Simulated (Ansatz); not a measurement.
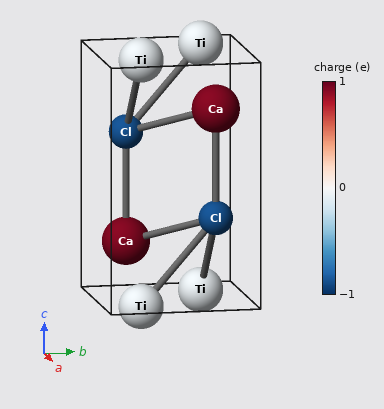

Ball-and-stick representation of a periodic structure, projected slightly off an axis. Lines trace the edges of the simulation cell. The atoms of this CaTiCl cell are coloured by their Bader charge.

Level of theory: DFT, PAW plane waves, PBE (Ansatz 0.2.0). Settings were E_cut = 420 eV, the zone sampled with 5×5×3 points, Fermi-Dirac smearing of 0.032 eV, spinor wavefunctions. The state is ferromagnetic. The pressure of the cell is 12 GPa.

Summarise the charge transfer.

Most positive: Ca; most negative: Cl. Charges: about Ca +0.9 e; Ti -0.1 e; Cl -0.9 e.

Shown is a generated cell, made by putting these elements into a known structure type (the compound may or may not exist in this form), as it stood before any relaxation. Ansatz was used for an electronic-structure calculation on it.

At this level of theory the cell isn't at rest (compressed, at 12 GPa and forces up to 5.1 eV/Å), so its distances can differ from those at equilibrium, the more so the softer the solid, and its magnetic state may change on relaxation.
